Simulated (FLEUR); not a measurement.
**Cobalt: magnetism against the volume**

How does the volume change the magnetic state of Cobalt?

Main program and level: FLEUR MaX-R8.1; PBE; all-electron FLAPW, Dirac cores, scalar-relativistic bands.

## 1. The structure

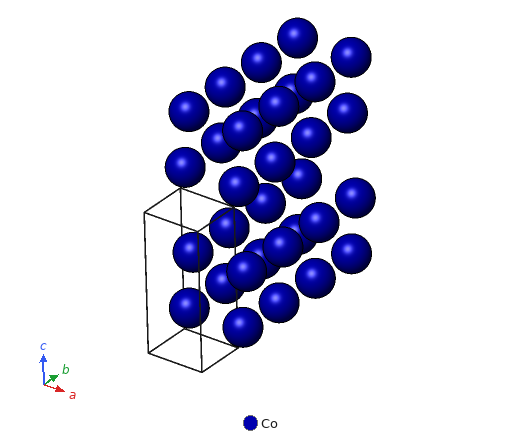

The cell as given, slightly off an axis (cobalt blue). 2×4×2 cells are drawn.

## 2. Factor 1, start ferro ++

The scan starts at the cell as given.

All lengths change alike; the factor is that of the volume. Atoms keep their fractional places. Spheres, Kmax and the mesh are the same at all points, the spheres being those of the tightest cell. inpgen writes inp.xml from crystal.txt; cutoffs, mixing, functional, smearing and local orbitals are then set in the file. The k list default-1 (kpts.xml, not shown) is a Γ-centred 14×14×8 mesh; where the ranks do not divide the number of points, some are split in two of half the weight.

Contents of inp.xml:

```
<?xml version="1.0" encoding="UTF-8" standalone="no"?>
<fleurInput fleurInputVersion="0.39">
   <comment>
      Co
   </comment>
   <calculationSetup>
      <cutoffs Kmax="3.73" Gmax="11.2" GmaxXC="11.2" numbands="0"/>
      <scfLoop itmax="110" minDistance="0.00002" maxIterBroyd="15" imix="Anderson" alpha="0.05" precondParam="0.0" spinf="2.0" sdNocoIR="T"/>
      <coreElectrons ctail="T" frcor="F" kcrel="0" coretail_lmax="0"/>
      <xcFunctional name="pbe" relativisticCorrections="F"/>
      <magnetism jspins="2"/>
      <soc l_soc="F" theta="0.0" phi="0.0" spav="F"/>
      <expertModes spex="0" secvar="F"/>
      <geometryOptimization l_f="F" forcealpha="1.0" forcemix="BFGS" epsdisp="0.00001" epsforce="0.00001"/>
      <ldaU l_linMix="F" mixParam="0.05" spinf="1.0"/>
   </calculationSetup>
   <cell>
      <bzIntegration valenceElectrons="34.0" mode="hist" fermiSmearingEnergy="0.00183747">
         <kPointListSelection listName="default-1"/>
         <xi:include xmlns:xi="http://www.w3.org/2001/XInclude" href="kpts.xml"> </xi:include>
      </bzIntegration>
      <xi:include xmlns:xi="http://www.w3.org/2001/XInclude" href="sym.xml"> </xi:include>
      <bulkLattice scale="1.0">
         <bravaisMatrix>
            <row-1>    4.7382992847653478     0.0000000000188973     0.0000000000000000</row-1>
            <row-2>   -2.3691496423921228     4.1034875513345304     0.0000000000000000</row-2>
            <row-3>    0.0000000000000000     0.0000000000000000     7.6909963545095392</row-3>
         </bravaisMatrix>
      </bulkLattice>
   </cell>
   <atomSpecies>
      <species name="Cobalt (Co2.000" element="Co" atomicNumber="27">
         <mtSphere radius="2.2" gridPoints="727" logIncrement="0.017"/>
         <atomicCutoffs lmax="8" lnonsphr="6"/>
         <electronConfig flipSpins="F">
            <coreConfig>(1s1/2) (2s1/2) (2p1/2) (2p3/2)</coreConfig>
            <valenceConfig>(3s1/2) (3p1/2) (3p3/2) (4s1/2) (3d3/2) (3d5/2)</valenceConfig>
            <stateOccupation state="(3d3/2)" spinUp="1.5" spinDown="1.3"/>
            <stateOccupation state="(3d5/2)" spinUp="3.0" spinDown="1.2"/>
         </electronConfig>
         <energyParameters s="4" p="4" d="3" f="4"/>
         <lo type="SCLO" l="0" n="3" eDeriv="0"/>
         <lo type="SCLO" l="1" n="3" eDeriv="0"/>
      </species>
   </atomSpecies>
   <atomGroups>
      <atomGroup species="Cobalt (Co2.000">
         <relPos label="                   1">1.000/3.000 -1.000/3.000 1.000/4.000</relPos>
         <relPos label="                   2">-1.000/3.000 1.000/3.000 -1.000/4.000</relPos>
         <force calculate="T" relaxXYZ="TTT"/>
      </atomGroup>
   </atomGroups>
   <output dos="F" band="F" slice="F">
      <bandDOS minEnergy="-.5*Htr" maxEnergy="0.5*Htr" sigma="0.015" storeEVData="T"/>
      <plotting iplot="0" polar="F">
         <plot TwoD="T" vec1="  1.0  0.0  0.0" vec2="  0.0  1.0  0.0" vec3="  0.0  0.0  1.0" zero="  0.0  0.0  0.0" file="plot"/>
      </plotting>
      <moessbauerParams electricFieldGradient="F" isomerShift="F" coreHyperfine="F" valenceHyperfine="F"/>
   </output>
</fleurInput>
```

Contents of crystal.txt:

```
Co
&input film=F cartesian=F /
2.50739999997  0.00000000001  0.00000000000
-1.25369999999  2.17147209742  0.00000000000
0.00000000000  0.00000000000  4.06990000000
1.8897261246
1.0 1.0 1.0

2
27 0.33333333333  0.66666666667  0.25000000000 : 2.000
27 0.66666666667  0.33333333333  0.75000000000 : 2.000

&kpt div1=14 div2=14 div3=8 gamma=T /
```

Launch:

```bash
$ OMP_NUM_THREADS=1 inpgen -f crystal.txt > inpgen.log  # inp.xml is then edited as shown
$ OMP_NUM_THREADS=1 mpirun -n 8 fleur_MPI > fleur.log
```

Output:

```text
Welcome to FLEUR        (www.flapw.de)
      MaX-Release 8.1          (www.max-centre.eu)

 ========== k-point set info ==========
 Selected k-point list: default-1
 k-point list type: mesh
 14 x 14 x 8
 Number of k points: 120

 ------------Calculation Setup---------------------------
 Number of MPI-tasks      :            8
 Number of PE/node        :            8
 Number of OMP-threads    :            1
 k-points in parallel     :            8
 pe's per k-point         :            1
 No of k-point loops      :           15
 Eigenvalue solver        :       lapack
 Number of basis functions:          151
 Approximate size of matrices (H+S) per k-point:         0.000 GB
 --------------------------------------------------------
 Iteration:     1   Distance:       8.50152661 me/bohr^3
 Iteration:     2   Distance:       6.99106919 me/bohr^3
 Iteration:     3   Distance:       3.44777443 me/bohr^3
 Iteration:     4   Distance:       1.29584368 me/bohr^3
 Iteration:     5   Distance:       0.64650731 me/bohr^3
 Iteration:     6   Distance:       0.24965139 me/bohr^3
 Iteration:     7   Distance:       0.15970336 me/bohr^3
 Iteration:     8   Distance:       0.02849043 me/bohr^3
 Iteration:     9   Distance:       0.02893103 me/bohr^3
 Iteration:    10   Distance:       0.00806534 me/bohr^3
 Iteration:    11   Distance:       0.00636518 me/bohr^3
 Iteration:    12   Distance:       0.00226827 me/bohr^3
 Iteration:    13   Distance:       0.00108273 me/bohr^3
 Iteration:    14   Distance:       0.00108682 me/bohr^3
 Iteration:    15   Distance:       0.00037588 me/bohr^3
 Iteration:    16   Distance:       0.00036474 me/bohr^3
 Iteration:    17   Distance:       0.00018661 me/bohr^3
 Iteration:    18   Distance:       0.00003558 me/bohr^3
 Iteration:    19   Distance:       0.00000905 me/bohr^3

 ********************************************************************
 Run finished successfully
 Stop message:
   all done
 ********************************************************************

--- out.xml (last complete iteration) ---
<iteration numberForCurrentRun="   19" overallNumber="   19">
         [... left out ...]
         <bandgap value="0.0036941063" units="eV"/>
         <sumValenceSingleParticleEnergies value="-29.0923456658" units="Htr"/>
         <FermiEnergy value="0.3580675745" units="Htr"/>
         <valenceDensity>
            <mtCharges spin="1">
               <mtCharge atomType="1" total="8.7328047" s="1.1804132" p="3.1492406" d="4.3893847" f="0.0106482"/>
            </mtCharges>
            <mtCharges spin="2">
               <mtCharge atomType="1" total="7.0462833" s="1.1890614" p="3.1866279" d="2.6574369" f="0.0103890"/>
            </mtCharges>
            <spinDependentCharge spin="1" total="18.6103796" interstitial="1.1447702" mtSpheres="17.4656094"/>
            <spinDependentCharge spin="2" total="15.3896204" interstitial="1.2970538" mtSpheres="14.0925666"/>
            <totalCharge value="34.0000000000"/>
         </valenceDensity>
         [... left out ...]
         <magneticMomentsInMTSpheres units="muBohr">
            <globalMagMoment atomType="1" vec="0.00000   0.00000   1.68652"/>
            <localMagMoment atomType="1" vec="0.00000   0.00000   1.68652"/>
         </magneticMomentsInMTSpheres>
         [... left out ...]
         <totalEnergy value="    -2786.9503778437" units="Htr">
            <sumOfEigenvalues value="    -1604.0877052638">
               <coreElectrons value="-1574.9953595980"/>
               <valenceElectrons value="-29.0923456658"/>
            </sumOfEigenvalues>
            <densityCoulombPotentialIntegral value="-4277.2331374895"/>
            <densityEffectivePotentialIntegral value="-4432.2694511434"/>
            <chargeDenXCDenIntegral value="-119.3898994891"/>
            <FockExchangeEnergyValence value="0.0000000000"/>
            <FockExchangeEnergyCore value="0.0000000000"/>
         [... left out ...]
            <tkbTimesEntropy value="0.0006328076"/>
            <freeEnergy value="-2786.9510106513"/>
            <extrapolationTo0K value="-2786.9506942475"/>
         </totalEnergy>
         <densityConvergence units="me/bohr^3">
            <chargeDensity spin="1" distance="0.0000047753"/>
            <chargeDensity spin="2" distance="0.0000047333"/>
            <overallChargeDensity distance="0.0000029176"/>
            <spinDensity distance="0.0000090501"/>
         </densityConvergence>
      </iteration>
```

Wall time 10 s (8 MPI ranks of Arm Neoverse V1, shared host); peak memory 0.32 GiB.

Spin moment in the muffin-tin sphere by atom:

```
atom  spin moment in the muffin-tin sphere (μB)
 Co1                                       1.69
 Co2                                       1.69
```

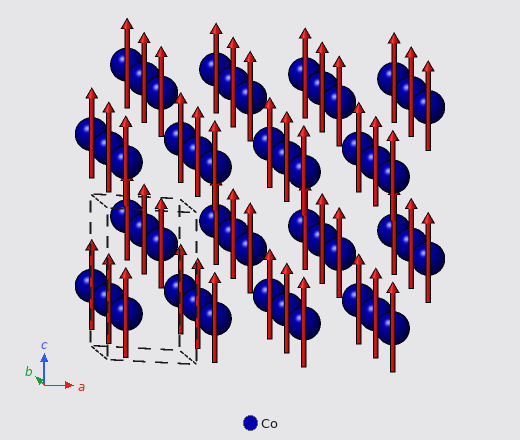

Spin moment in the muffin-tin sphere as arrows, the longest 1.69 μB. Up and down stand for the sign. Arrows give size and sign along the axis of quantisation, drawn up and down the page. 4×3×2 cells are drawn.

Read from the output:

```
free energy                                                       : -75836.8004 eV
program's band gap on this mesh (in a metal only a level spacing) : 0.003694 eV
magnetization                                                     : 3.221 μB
final state                                                       : ferromagnetic
```

After 19 cycles the largest moment stands at 1.69 μB.

## 3. Factor 1, start antiferro +-

Changes to inp.xml since step 2:

```diff
@@ -44,2 +44,15 @@
       </species>
+      <species name="Cobalt (Co-2.000" element="Co" atomicNumber="27">
+         <mtSphere radius="2.2" gridPoints="727" logIncrement="0.017"/>
+         <atomicCutoffs lmax="8" lnonsphr="6"/>
+         <electronConfig flipSpins="F">
+            <coreConfig>(1s1/2) (2s1/2) (2p1/2) (2p3/2)</coreConfig>
+            <valenceConfig>(3s1/2) (3p1/2) (3p3/2) (4s1/2) (3d3/2) (3d5/2)</valenceConfig>
+            <stateOccupation state="(3d3/2)" spinUp="1.3" spinDown="1.5"/>
+            <stateOccupation state="(3d5/2)" spinUp="1.2" spinDown="3.0"/>
+         </electronConfig>
+         <energyParameters s="4" p="4" d="3" f="4"/>
+         <lo type="SCLO" l="0" n="3" eDeriv="0"/>
+         <lo type="SCLO" l="1" n="3" eDeriv="0"/>
+      </species>
    </atomSpecies>
@@ -48,2 +61,5 @@
          <relPos label="                   1">1.000/3.000 -1.000/3.000 1.000/4.000</relPos>
+         <force calculate="T" relaxXYZ="TTT"/>
+      </atomGroup>
+      <atomGroup species="Cobalt (Co-2.000">
          <relPos label="                   2">-1.000/3.000 1.000/3.000 -1.000/4.000</relPos>
```

Changes to crystal.txt since step 2:

```diff
@@ -10,3 +10,3 @@
 27 0.33333333333  0.66666666667  0.25000000000 : 2.000
-27 0.66666666667  0.33333333333  0.75000000000 : 2.000
+27 0.66666666667  0.33333333333  0.75000000000 : -2.000
```

Output:

```text
[banner, memory and clock lines left out]
Welcome to FLEUR        (www.flapw.de)
      MaX-Release 8.1          (www.max-centre.eu)

 ========== k-point set info ==========
 Selected k-point list: default-1
 k-point list type: mesh
 14 x 14 x 8
 Number of k points: 120

 [... set-up left out ...]
 Iteration:     1   Distance:      13.80962126 me/bohr^3
 Iteration:     2   Distance:      13.36167907 me/bohr^3
 Iteration:     3   Distance:      10.73507047 me/bohr^3
 Iteration:     4   Distance:       5.30953597 me/bohr^3
 Iteration:     5   Distance:       5.72236998 me/bohr^3
 Iteration:     6   Distance:       3.31738948 me/bohr^3
 Iteration:     7   Distance:       3.52899486 me/bohr^3
 Iteration:     8   Distance:       1.25197705 me/bohr^3
[... lines left out ...]
[... 18 iterations left out ...]
[... lines left out ...]
 Iteration:    33   Distance:       0.00003848 me/bohr^3
 Iteration:    34   Distance:       0.00002678 me/bohr^3
 Iteration:    35   Distance:       0.00002503 me/bohr^3
 Iteration:    36   Distance:       0.00002573 me/bohr^3
 Iteration:    37   Distance:       0.00002264 me/bohr^3
 Iteration:    38   Distance:       0.00001345 me/bohr^3

 ********************************************************************
 Run finished successfully
 Stop message:
   all done
 ********************************************************************

--- out.xml (last complete iteration) ---
<iteration numberForCurrentRun="   38" overallNumber="   38">
         [... left out ...]
         <bandgap value="0.0000004546" units="eV"/>
         <sumValenceSingleParticleEnergies value="-29.1119177262" units="Htr"/>
         <FermiEnergy value="0.3577884956" units="Htr"/>
         [... left out ...]
         <magneticMomentsInMTSpheres units="muBohr">
            <globalMagMoment atomType="1" vec="0.00000   0.00000   1.03928"/>
            <globalMagMoment atomType="2" vec="0.00000   0.00000  -1.03928"/>
         </magneticMomentsInMTSpheres>
         [... left out ...]
         <totalEnergy value="    -2786.9325170588" units="Htr">
            <sumOfEigenvalues value="    -1604.1905346511">
               <coreElectrons value="-1575.0786169249"/>
               <valenceElectrons value="-29.1119177262"/>
            </sumOfEigenvalues>
         [... left out ...]
            <freeEnergy value="-2786.9341406167"/>
            <extrapolationTo0K value="-2786.9333288377"/>
         </totalEnergy>
         <densityConvergence units="me/bohr^3">
            <chargeDensity spin="1" distance="0.0000066644"/>
            <chargeDensity spin="2" distance="0.0000084381"/>
            <overallChargeDensity distance="0.0000070935"/>
            <spinDensity distance="0.0000134504"/>
         </densityConvergence>
      </iteration>
```

Run time: 26 s. Hardware: 8 MPI ranks; peak memory 0.37 GiB; 3.4 min of CPU time.

Spin moment in the muffin-tin sphere by atom:

```
atom  spin moment in the muffin-tin sphere (μB)
 Co1                                       1.04
 Co2                                      -1.04
```

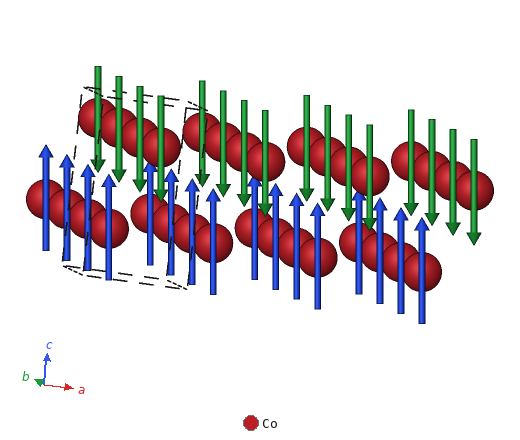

Spin moment in the muffin-tin sphere as arrows, the longest 1.04 μB. Up and down stand for the sign. Arrows give size and sign along the axis of quantisation, drawn up and down the page. The two directions have two colours. 4×4×1 cells are drawn.

Read from the output:

```
free energy                                                       : -75836.3413 eV
program's band gap on this mesh (in a metal only a level spacing) : 4.55e-7 eV
magnetization                                                     : 0 μB
final state                                                       : antiferromagnetic
```

After 38 cycles the largest moment stands at 1.04 μB.

## 4. Factor 1, start no spin polarisation

Changes to inp.xml since step 3:

```diff
@@ -10,3 +10,3 @@
       <xcFunctional name="pbe" relativisticCorrections="F"/>
-      <magnetism jspins="2"/>
+      <magnetism jspins="1"/>
       <soc l_soc="F" theta="0.0" phi="0.0" spav="F"/>
@@ -31,3 +31,3 @@
    <atomSpecies>
-      <species name="Cobalt (Co2.000" element="Co" atomicNumber="27">
+      <species name="Cobalt (Co)" element="Co" atomicNumber="27">
          <mtSphere radius="2.2" gridPoints="727" logIncrement="0.017"/>
@@ -37,17 +37,4 @@
             <valenceConfig>(3s1/2) (3p1/2) (3p3/2) (4s1/2) (3d3/2) (3d5/2)</valenceConfig>
-            <stateOccupation state="(3d3/2)" spinUp="1.5" spinDown="1.3"/>
-            <stateOccupation state="(3d5/2)" spinUp="3.0" spinDown="1.2"/>
-         </electronConfig>
-         <energyParameters s="4" p="4" d="3" f="4"/>
-         <lo type="SCLO" l="0" n="3" eDeriv="0"/>
-         <lo type="SCLO" l="1" n="3" eDeriv="0"/>
-      </species>
-      <species name="Cobalt (Co-2.000" element="Co" atomicNumber="27">
-         <mtSphere radius="2.2" gridPoints="727" logIncrement="0.017"/>
-         <atomicCutoffs lmax="8" lnonsphr="6"/>
-         <electronConfig flipSpins="F">
-            <coreConfig>(1s1/2) (2s1/2) (2p1/2) (2p3/2)</coreConfig>
-            <valenceConfig>(3s1/2) (3p1/2) (3p3/2) (4s1/2) (3d3/2) (3d5/2)</valenceConfig>
-            <stateOccupation state="(3d3/2)" spinUp="1.3" spinDown="1.5"/>
-            <stateOccupation state="(3d5/2)" spinUp="1.2" spinDown="3.0"/>
+            <stateOccupation state="(3d3/2)" spinUp="1.400000" spinDown="1.400000"/>
+            <stateOccupation state="(3d5/2)" spinUp="2.100000" spinDown="2.100000"/>
          </electronConfig>
@@ -59,7 +46,4 @@
    <atomGroups>
-      <atomGroup species="Cobalt (Co2.000">
+      <atomGroup species="Cobalt (Co)">
          <relPos label="                   1">1.000/3.000 -1.000/3.000 1.000/4.000</relPos>
-         <force calculate="T" relaxXYZ="TTT"/>
-      </atomGroup>
-      <atomGroup species="Cobalt (Co-2.000">
          <relPos label="                   2">-1.000/3.000 1.000/3.000 -1.000/4.000</relPos>
```

Changes to crystal.txt since step 3:

```diff
@@ -9,4 +9,4 @@
 2
-27 0.33333333333  0.66666666667  0.25000000000 : 2.000
-27 0.66666666667  0.33333333333  0.75000000000 : -2.000
+27 0.33333333333  0.66666666667  0.25000000000
+27 0.66666666667  0.33333333333  0.75000000000
```

Output:

```text
[banner, memory and clock lines left out]
Welcome to FLEUR        (www.flapw.de)
      MaX-Release 8.1          (www.max-centre.eu)

 ========== k-point set info ==========
 Selected k-point list: default-1
 k-point list type: mesh
 14 x 14 x 8
 Number of k points: 120

 [... set-up left out ...]
 Iteration:     1   Distance:       8.87798805 me/bohr^3
 Iteration:     2   Distance:       7.37833752 me/bohr^3
 Iteration:     3   Distance:       3.10874557 me/bohr^3
 Iteration:     4   Distance:       0.67077984 me/bohr^3
 Iteration:     5   Distance:       0.52295913 me/bohr^3
[...]
<FermiEnergy value="0.3542169194" units="Htr"/>
         [... left out ...]
         <totalEnergy value="    -2786.9312269147" units="Htr">
            <sumOfEigenvalues value="    -1604.2519686489">
               <coreElectrons value="-1575.1260092018"/>
               <valenceElectrons value="-29.1259594471"/>
            </sumOfEigenvalues>
         [... left out ...]
            <freeEnergy value="-2786.9331433891"/>
            <extrapolationTo0K value="-2786.9321851519"/>
         </totalEnergy>
         <densityConvergence units="me/bohr^3">
            <chargeDensity spin="1" distance="0.0000033992"/>
         </densityConvergence>
      </iteration>
```

Run time: 4.9 s. Hardware: 8 MPI ranks; peak memory 0.3 GiB; 39 s of CPU time.

This step gave:

| Property | Result |
| --- | --- |
| free energy | -75836.3142 eV |
| program's band gap on this mesh (in a metal only a level spacing) | 0.001146 eV |
| final state | non-magnetic (no spin polarisation) |

[end of part 1 of 2]

[Logs and program files are shortened in this print: banners, set-up blocks, solver, clock and traceback lines can be left out without a mark of their own.]

[Logs are printed without paths, hosts, clocks, repeated set-up lines and the standing remarks that a program may print on its own settings, such as how far it seeks lower states.]

[Hosts, paths, dates, database ids (printed as entryN), source tags and the programs' standing remarks are cut or masked in the printed files.]

[Where a cell is said to come from a database of computed structures, the database is the Materials Project.]
